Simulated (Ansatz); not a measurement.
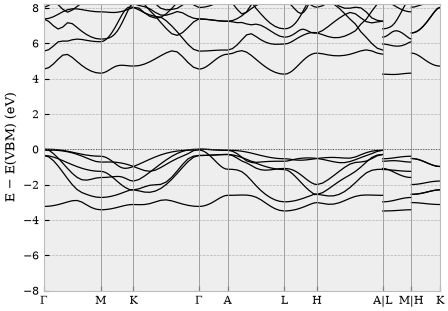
*Band structure from the program Ansatz at the r²SCAN level (PAW)*

The gap is 4.23 eV; an edge lies off the plotted path or next to a special point (maximum at Γ, minimum off the standard path).

The material is MgI$_{2}$ (CdI2 type, P-3m1).

The r²SCAN relaxation kept the symmetry of its start. A crystal of weakly bound layers computed without a dispersion correction: the cell and the soft elastic constants depend strongly on that. Scalar-relativistic: spin–orbit coupling is off unless named, which matters more the heavier the elements.

Potentials: the later of the program's two PAW sets.
